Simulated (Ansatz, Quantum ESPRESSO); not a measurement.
## CO2 (Cmce): modes at Γ and the response to a field

Wanted: the vibrations of CO2 (Cmce) at Γ, by two programs.

Calculated with Quantum ESPRESSO 7.5; DFT LDA, scalar-relativistic, plane waves, GBRV ultrasoft pseudopotentials.

### Step 1. Set-up

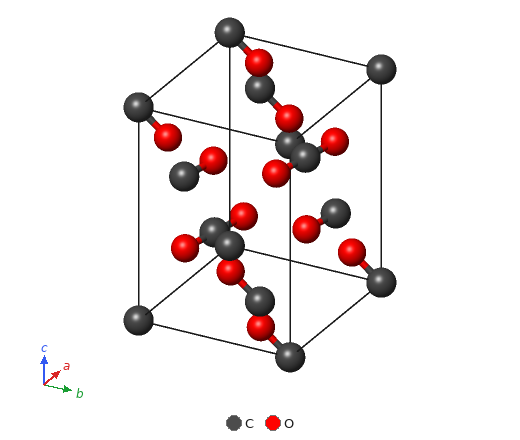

The cell as given, from a free direction (carbon dark grey, oxygen red). This picture shows the conventional cell, with its axes. Bonds to atoms that aren't drawn are left out. Some periodic images of atoms are drawn too.

### Step 2. A probe with smearing

Before anything dear is run, a loose run with smearing shows whether this is a metal and how far the cell is from rest.

File probe.in:

```
 &control
    calculation='scf',
    prefix='x',
    outdir='./tmp',
    pseudo_dir='./pseudo',
    tprnfor=.true.,
    tstress=.true.,
    verbosity='high',
 /
 &system
    ibrav=0,
    nat=6,
    ntyp=2,
    ecutwfc=45.0,
    ecutrho=270.0,
    occupations='smearing',
    smearing='gaussian',
    degauss=0.01,
 /
 &electrons
    conv_thr=1.0d-07,
    mixing_beta=0.7,
    electron_maxstep=100,
 /
ATOMIC_SPECIES
 C      12.0110  C.upf
 O      15.9990  O.upf
CELL_PARAMETERS angstrom
     2.635911230   -2.387378120    0.000000000
     2.635911230    2.387378120    0.000000000
     0.000000000    0.000000000    6.587174910
ATOMIC_POSITIONS crystal
 C      0.000000000   0.000000000   0.000000000
 C      0.500000000   0.500000000   0.500000000
 O      0.806508570   0.193491430   0.891843390
 O      0.193491430   0.806508570   0.108156610
 O      0.693491430   0.306508570   0.391843390
 O      0.306508570   0.693491430   0.608156610
K_POINTS automatic
 6 6 4 0 0 0
```

Run with:

```
$ OMP_NUM_THREADS=1 mpirun -n 4 pw.x -nk 4 -in probe.in > probe.out
```

The program printed:

```text
[banners, grids, parts of the stress and lines that vanish by symmetry left out]
Program PWSCF v.7.5
     Message from routine setup:
     using ibrav=0 with symmetry is DISCOURAGED, use correct ibrav instead
[...]
kinetic-energy cutoff     =      45.0000  Ry
     charge density cutoff     =     270.0000  Ry
     scf convergence threshold =      1.0E-07
[...]
Exchange-correlation= SLA  PZ   NOGX NOGC
                           (   1   1   0   0   0   0   0)
[...]
8 Sym. Ops., with inversion, found ( 4 have fractional translation)
[...]
(     0          1          0      )
                  (     0          0          1      )
[...]
(  0.0000000  1.0000000  0.0000000 )
                  (  0.0000000  0.0000000  1.0000000 )
[...]
(     0         -1          0      )       (  0.5000000 )
[...]
number of k points=    39  Gaussian smearing, width (Ry)=  0.0100
[...]
End of self-consistent calculation
[...]
the Fermi energy is     0.5086 ev
!    total energy              =    -152.13412584 Ry
[...]
convergence has been achieved in   7 iterations
[...]
atom    1 type  1   force =     0.00000000   -0.00000000    0.00000000
     atom    2 type  1   force =    -0.00000000    0.00000000    0.00000000
     atom    3 type  2   force =    -0.00000000   -0.00943976    0.00786341
     atom    4 type  2   force =     0.00000000    0.00943976   -0.00786341
     atom    5 type  2   force =     0.00000000    0.00943976    0.00786341
     atom    6 type  2   force =    -0.00000000   -0.00943976   -0.00786341
[...]
Total force =     0.024572     Total SCF correction =     0.000437
[...]
total   stress  (Ry/bohr**3)                   (kbar)     P=      -21.83
[...]
XML data file, charge density, pseudopotentials, collected wavefunctions

   JOB DONE.
```

It took 7.4 s on 4 MPI ranks of Arm Neoverse V2, shared host; 29 s of CPU time.

Read from the output:

```yaml
volume_per_atom: 13.82 Å³
pressure: -2.183 GPa
gap_on_the_k_mesh: 6.345 eV
```

A gap of 6.3 eV opens on this mesh, so the crystal is taken as an insulator; the start stands at -2.2 GPa.

### Step 3. Relaxing the cell and atoms

The relaxation runs at a cutoff a fifth above that of the response, since stress converges more slowly with the basis than frequencies do. Forces and stress are brought to rest with tight thresholds.

File relax.in:

```
 &control
    calculation='vc-relax',
    prefix='x',
    outdir='./tmp',
    pseudo_dir='./pseudo',
    tprnfor=.true.,
    tstress=.true.,
    forc_conv_thr=2.0d-05,
    etot_conv_thr=1.0d-07,
    nstep=40,
 /
 &system
    ibrav=0,
    nat=6,
    ntyp=2,
    ecutwfc=54,
    ecutrho=324.0,
    occupations='fixed',
    nbnd=18,
 /
 &electrons
    conv_thr=1.0d-11,
    mixing_beta=0.7,
    electron_maxstep=100,
 /
 &ions
 /
 &cell
    press_conv_thr=0.2,
 /
ATOMIC_SPECIES
 C      12.0110  C.upf
 O      15.9990  O.upf
CELL_PARAMETERS angstrom
     2.635911230   -2.387378120    0.000000000
     2.635911230    2.387378120    0.000000000
     0.000000000    0.000000000    6.587174910
ATOMIC_POSITIONS crystal
 C      0.000000000   0.000000000   0.000000000
 C      0.500000000   0.500000000   0.500000000
 O      0.806508570   0.193491430   0.891843390
 O      0.193491430   0.806508570   0.108156610
 O      0.693491430   0.306508570   0.391843390
 O      0.306508570   0.693491430   0.608156610
K_POINTS automatic
 8 8 4 0 0 0
```

Run with:

```
$ OMP_NUM_THREADS=1 mpirun -n 4 pw.x -nk 4 -in relax.in > relax.out
```

The program printed:

```text
[banners, grids, parts of the stress and lines that vanish by symmetry left out]
[banner, memory and clock lines left out]
Program PWSCF v.7.5

[...]
kinetic-energy cutoff     =      54.0000  Ry
     charge density cutoff     =     324.0000  Ry
     scf convergence threshold =      1.0E-11
[...]
energy convergence thresh.=      1.0E-07
     force convergence thresh. =      2.0E-05
     press convergence thresh. =      2.0E-01
     Exchange-correlation= SLA  PZ   NOGX NOGC
                           (   1   1   0   0   0   0   0)
[...]
8 Sym. Ops., with inversion, found ( 4 have fractional translation)
[...]
number of k points=    63
[...]
End of self-consistent calculation
[...]
highest occupied, lowest unoccupied level (ev):    -1.7523    4.5934
!    total energy              =    -152.13642035 Ry
[...]
convergence has been achieved in  18 iterations
[...]
atom    1 type  1   force =     0.00000000   -0.00000000    0.00000000
     atom    2 type  1   force =    -0.00000000    0.00000000   -0.00000000
     atom    3 type  2   force =     0.00000000   -0.00962353    0.00801110
     atom    4 type  2   force =    -0.00000000    0.00962353   -0.00801110
     atom    5 type  2   force =    -0.00000000    0.00962353    0.00801110
     atom    6 type  2   force =     0.00000000   -0.00962353   -0.00801110
     Total force =     0.025043     Total SCF correction =     0.000001
[...]
total   stress  (Ry/bohr**3)                   (kbar)     P=      -22.07
[...]
number of bfgs steps    =   0
[...]
CELL_PARAMETERS (angstrom)
[...]
ATOMIC_POSITIONS (crystal)
C                0.0000000000       -0.0000000000        0.0000000000
C                0.5000000000        0.5000000000        0.5000000000
O                0.8075751273        0.1924248727        0.8924869578
O                0.1924248727        0.8075751273        0.1075130422
[...]
New effective cutoffs (rho, wfc):  327.15   54.53
[...]
End of self-consistent calculation
[...]
highest occupied, lowest unoccupied level (ev):    -1.6969    4.7685
!    total energy              =    -152.13571250 Ry
[...]
convergence has been achieved in   9 iterations
[...]
atom    1 type  1   force =     0.00000000   -0.00000000    0.00000000
     atom    2 type  1   force =     0.00000000    0.00000000   -0.00000000
     atom    3 type  2   force =    -0.00000000    0.03200513   -0.02405867
[...]
number of bfgs steps    =  29
[...]
highest occupied, lowest unoccupied level (ev):    -0.7105    5.7663
!    total energy              =    -152.13978418 Ry
[...]
convergence has been achieved in   6 iterations
[...]
Total force =     0.000181     Total SCF correction =     0.000000
[...]
total   stress  (Ry/bohr**3)                   (kbar)     P=       -0.07
[...]
number of bfgs steps    =  30
[...]
resetting bfgs history
[...]
New effective cutoffs (rho, wfc):  361.82   60.65
[...]
End of self-consistent calculation
[...]
highest occupied, lowest unoccupied level (ev):    -0.7105    5.7672
!    total energy              =    -152.13978463 Ry
[...]
convergence has been achieved in   7 iterations
[...]
atom    5 type  2   force =     0.00000000   -0.00024191   -0.00012878
     atom    6 type  2   force =    -0.00000000    0.00024191    0.00012878
     Total force =     0.000548     Total SCF correction =     0.000000
[...]
total   stress  (Ry/bohr**3)                   (kbar)     P=        0.23
[...]
number of bfgs steps    =  30
[...]
resetting bfgs history
     Message from routine bfgs:
[...]
CELL_PARAMETERS (angstrom)
[...]
ATOMIC_POSITIONS (crystal)
[...]
New effective cutoffs (rho, wfc):  361.82   60.65
[...]
End of self-consistent calculation
[...]
highest occupied, lowest unoccupied level (ev):    -0.7105    5.7672
!    total energy              =    -152.13978463 Ry
[...]
convergence has been achieved in   1 iterations
[...]
atom    1 type  1   force =     0.00000000    0.00000000    0.00000000
     atom    2 type  1   force =    -0.00000000   -0.00000000    0.00000000
     atom    3 type  2   force =     0.00000000    0.00024191   -0.00012879
     atom    4 type  2   force =    -0.00000000   -0.00024191    0.00012879
     atom    5 type  2   force =    -0.00000000   -0.00024191   -0.00012879
     atom    6 type  2   force =    -0.00000000    0.00024191    0.00012879
     Total force =     0.000548     Total SCF correction =     0.000000
[...]
total   stress  (Ry/bohr**3)                   (kbar)     P=        0.23
[...]
Message from routine bfgs:
[...]
bfgs failed after  37 scf cycles and  30 bfgs steps, convergence not achieved
[...]
End of BFGS Geometry Optimization
     Final enthalpy           =    -152.1397846316 Ry
     File ./tmp/x.bfgs deleted, as requested
[...]
CELL_PARAMETERS (angstrom)
[...]
ATOMIC_POSITIONS (crystal)
[...]
O                0.7035744331        0.2964255669        0.3906154984
O                0.2964255669        0.7035744331        0.6093845016
[...]
XML data file, charge density, pseudopotentials, collected wavefunctions
```

It took 7.1 min on 4 MPI ranks.

The run stopped without converging: the BFGS search stopped short of its thresholds.

### Step 4. Relaxing the cell and atoms

The search is taken up again from its last cell, with wider thresholds.

File relax.in:

```
 &control
    calculation='vc-relax',
    prefix='x',
    outdir='./tmp',
    pseudo_dir='./pseudo',
    tprnfor=.true.,
    tstress=.true.,
    forc_conv_thr=1.0d-04,
    etot_conv_thr=1.0d-06,
    nstep=40,
 /
 &system
    ibrav=0,
    nat=6,
    ntyp=2,
    ecutwfc=54,
    ecutrho=324.0,
    occupations='fixed',
    nbnd=18,
 /
 &electrons
    conv_thr=1.0d-11,
    mixing_beta=0.7,
    electron_maxstep=100,
 /
 &ions
 /
 &cell
    press_conv_thr=0.5,
 /
ATOMIC_SPECIES
 C      12.0110  C.upf
 O      15.9990  O.upf
CELL_PARAMETERS angstrom
     2.559471743   -2.317205504    0.000000000
     2.559471743    2.317205504    0.000000000
     0.000000000    0.000000000    6.213663898
ATOMIC_POSITIONS crystal
 C      0.000000000   0.000000000   0.000000000
 C      0.500000000   0.500000000   0.500000000
 O      0.796425567   0.203574433   0.890615498
 O      0.203574433   0.796425567   0.109384502
 O      0.703574433   0.296425567   0.390615498
 O      0.296425567   0.703574433   0.609384502
K_POINTS automatic
 8 8 4 0 0 0
```

The program printed:

```text
[banners, grids, parts of the stress and lines that vanish by symmetry left out]
[banner, memory and clock lines left out]
Program PWSCF v.7.5

[...]
kinetic-energy cutoff     =      54.0000  Ry
     charge density cutoff     =     324.0000  Ry
     scf convergence threshold =      1.0E-11
[...]
energy convergence thresh.=      1.0E-06
     force convergence thresh. =      1.0E-04
     press convergence thresh. =      5.0E-01
     Exchange-correlation= SLA  PZ   NOGX NOGC
                           (   1   1   0   0   0   0   0)
[...]
8 Sym. Ops., with inversion, found ( 4 have fractional translation)
[...]
number of k points=    63
[...]
End of self-consistent calculation
[...]
highest occupied, lowest unoccupied level (ev):    -0.7103    5.7672
!    total energy              =    -152.13910679 Ry
[...]
convergence has been achieved in  15 iterations
[...]
atom    1 type  1   force =    -0.00000000   -0.00000000    0.00000000
     atom    2 type  1   force =     0.00000000    0.00000000    0.00000000
     atom    3 type  2   force =     0.00000000    0.00030760   -0.00017860
     atom    4 type  2   force =     0.00000000   -0.00030760    0.00017860
     atom    5 type  2   force =    -0.00000000   -0.00030760   -0.00017860
     atom    6 type  2   force =    -0.00000000    0.00030760    0.00017860
     Total force =     0.000711     Total SCF correction =     0.000002
[...]
total   stress  (Ry/bohr**3)                   (kbar)     P=       -0.68
[...]
number of bfgs steps    =   0
[...]
CELL_PARAMETERS (angstrom)
[...]
ATOMIC_POSITIONS (crystal)
C                0.0000000000       -0.0000000000        0.0000000000
C                0.5000000000        0.5000000000        0.5000000000
O                0.7963904443        0.2036095557        0.8906002878
O                0.2036095557        0.7963904443        0.1093997122
[...]
New effective cutoffs (rho, wfc):  323.97   54.02
[...]
End of self-consistent calculation
[...]
highest occupied, lowest unoccupied level (ev):    -0.7067    5.7704
!    total energy              =    -152.13910801 Ry
[...]
convergence has been achieved in   5 iterations
[...]
atom    1 type  1   force =     0.00000000   -0.00000000    0.00000000
     atom    2 type  1   force =    -0.00000000   -0.00000000    0.00000000
     atom    3 type  2   force =     0.00000000    0.00005833    0.00000102
     atom    4 type  2   force =    -0.00000000   -0.00005833   -0.00000102
     atom    5 type  2   force =    -0.00000000   -0.00005833    0.00000102
     atom    6 type  2   force =    -0.00000000    0.00005833   -0.00000102
     Total force =     0.000117     Total SCF correction =     0.000006
[...]
total   stress  (Ry/bohr**3)                   (kbar)     P=       -0.88
[...]
number of bfgs steps    =   1
[...]
WARNING: bfgs curvature condition failed, Theta= 0.969
[...]
CELL_PARAMETERS (angstrom)
[...]
ATOMIC_POSITIONS (crystal)
[...]
New effective cutoffs (rho, wfc):  324.09   54.04
[...]
End of self-consistent calculation
[...]
highest occupied, lowest unoccupied level (ev):    -0.7018    5.7761
!    total energy              =    -152.13910960 Ry
[...]
convergence has been achieved in   7 iterations
[...]
atom    1 type  1   force =     0.00000000    0.00000000   -0.00000000
[...]
number of bfgs steps    =   2
[...]
CELL_PARAMETERS (angstrom)
[...]
ATOMIC_POSITIONS (crystal)
[...]
New effective cutoffs (rho, wfc):  324.28   54.07
[...]
End of self-consistent calculation
[...]
highest occupied, lowest unoccupied level (ev):    -0.6943    5.7845
!    total energy              =    -152.13911169 Ry
[...]
convergence has been achieved in   7 iterations
[...]
Total force =     0.000152     Total SCF correction =     0.000000
[...]
total   stress  (Ry/bohr**3)                   (kbar)     P=       -0.65
[...]
number of bfgs steps    =   3
[...]
CELL_PARAMETERS (angstrom)
[...]
ATOMIC_POSITIONS (crystal)
[...]
New effective cutoffs (rho, wfc):  324.56   54.12
[...]
End of self-consistent calculation
[...]
highest occupied, lowest unoccupied level (ev):    -0.6831    5.7971
!    total energy              =    -152.13911418 Ry
[...]
convergence has been achieved in   7 iterations
[...]
Total force =     0.000135     Total SCF correction =     0.000000
[...]
total   stress  (Ry/bohr**3)                   (kbar)     P=       -0.47
[...]
number of bfgs steps    =   4
[...]
CELL_PARAMETERS (angstrom)
[...]
ATOMIC_POSITIONS (crystal)
[...]
New effective cutoffs (rho, wfc):  324.97   54.20
[...]
End of self-consistent calculation
[...]
highest occupied, lowest unoccupied level (ev):    -0.6664    5.8161
!    total energy              =    -152.13911460 Ry
[...]
convergence has been achieved in   7 iterations
[...]
atom    5 type  2   force =     0.00000000   -0.00005381    0.00001105
     atom    6 type  2   force =     0.00000000    0.00005381   -0.00001105
     Total force =     0.000110     Total SCF correction =     0.000000
[...]
total   stress  (Ry/bohr**3)                   (kbar)     P=       -0.19
[...]
bfgs converged in   6 scf cycles and   5 bfgs steps
[...]
End of BFGS Geometry Optimization
     Final enthalpy           =    -152.1391146034 Ry
     File ./tmp/x.bfgs deleted, as requested
[...]
CELL_PARAMETERS (angstrom)
[...]
ATOMIC_POSITIONS (crystal)
[...]
O                0.7039205683        0.2960794317        0.3904834392
O                0.2960794317        0.7039205683        0.6095165608
[...]
Final scf calculation at the relaxed structure.
[...]
kinetic-energy cutoff     =      54.0000  Ry
     charge density cutoff     =     324.0000  Ry
     scf convergence threshold =      1.0E-13
[...]
press convergence thresh. =      5.0E-01
     Exchange-correlation= SLA  PZ   NOGX NOGC
                           (   1   1   0   0   0   0   0)
[...]
8 Sym. Ops., with inversion, found ( 4 have fractional translation)
[...]
number of k points=    63
[...]
c_bands:  1 eigenvalues not converged
     c_bands:  1 eigenvalues not converged
     c_bands:  1 eigenvalues not converged
[...]
End of self-consistent calculation
[...]
highest occupied, lowest unoccupied level (ev):    -0.6663    5.8161
!    total energy              =    -152.13908241 Ry
[...]
convergence has been achieved in  13 iterations
[...]
atom    1 type  1   force =     0.00000000    0.00000000    0.00000000
     atom    2 type  1   force =     0.00000000    0.00000000    0.00000000
     atom    3 type  2   force =     0.00000000    0.00005627    0.00000888
     atom    4 type  2   force =     0.00000000   -0.00005627   -0.00000888
     atom    5 type  2   force =    -0.00000000   -0.00005627    0.00000888
     atom    6 type  2   force =    -0.00000000    0.00005627   -0.00000888
     Total force =     0.000114     Total SCF correction =     0.000000
[...]
total   stress  (Ry/bohr**3)                   (kbar)     P=       -0.22
[...]
XML data file, charge density, pseudopotentials, collected wavefunctions
```

The job ended after 92 s (4 MPI ranks).

The steps of the relaxation:

| step | energy less that of the first step (eV) | largest force (eV/Å) | pressure (GPa) | volume (Å³) |
| --- | --- | --- | --- | --- |
| 1 | 0.0000 | 0.0091 | -0.07 | 73.70 |
| 2 | 0.0000 | 0.0015 | -0.09 | 73.68 |
| 3 | 0.0000 | 0.0023 | -0.08 | 73.64 |
| 4 | -0.0001 | 0.0020 | -0.07 | 73.58 |
| 5 | -0.0001 | 0.0017 | -0.05 | 73.50 |
| 6 | -0.0001 | 0.0014 | -0.02 | 73.37 |
| 7 | 0.0003 | 0.0015 | -0.02 | 73.37 |

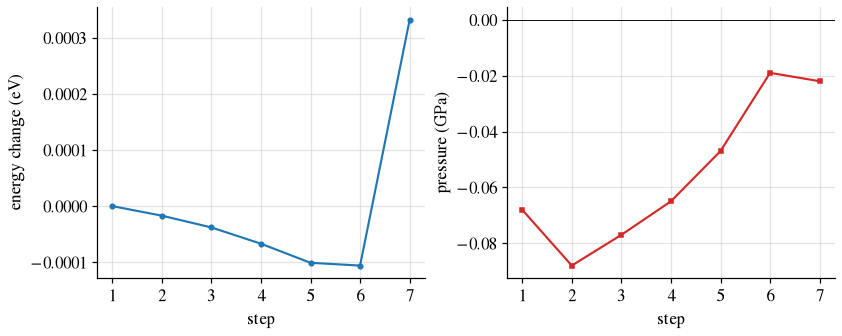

Energy and pressure along the relaxation.

```
conventional cell, symmetrised  before  after  change
                         a (Å)   5.119  5.112  -0.1 %
                         b (Å)   4.634  4.628  -0.1 %
                         c (Å)   6.214  6.202  -0.2 %
              volume (Å³/atom)   12.28  12.23  -0.5 %
```

The last row of the table of steps is pw.x's closing run on a basis chosen anew for the final cell, so its energy can jump.

Read from the output:

```yaml
volume_per_atom: 12.23 Å³
pressure: -0.02200 GPa
gap_on_the_k_mesh: 6.482 eV
```

The volume changes by -0.5 % from the cell with which this run began.

(Continued in part 2 of 4.)

[Host names and launcher messages were left out of these logs when they were recorded.]

[Logs are printed without paths, hosts, clocks, repeated set-up lines and the standing remarks that a program may print on its own settings, such as how far it seeks lower states.]

[Hosts, paths, dates, database ids (printed as entryN), source tags and the programs' standing remarks are cut or masked in the printed files.]
